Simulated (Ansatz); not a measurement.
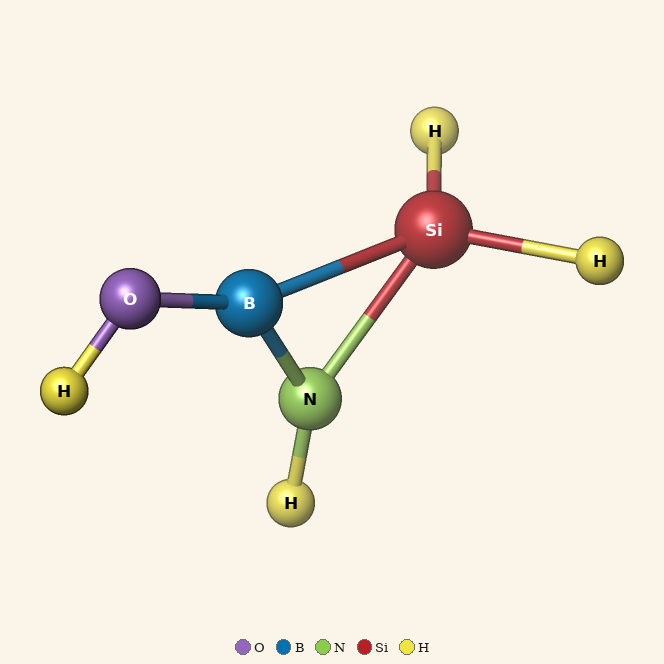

Distant atoms are faded towards the background colour. The computed structure is the end point of a PBE-D4/def2-SVP optimisation. No frequency run is at hand to confirm it as a minimum.

Which symmetry elements does this geometry have?

Answer. It has 1 mirror plane, so the point group is Cs. The group has 2 operations. The geometry is achiral, and symmetry allows a dipole moment.
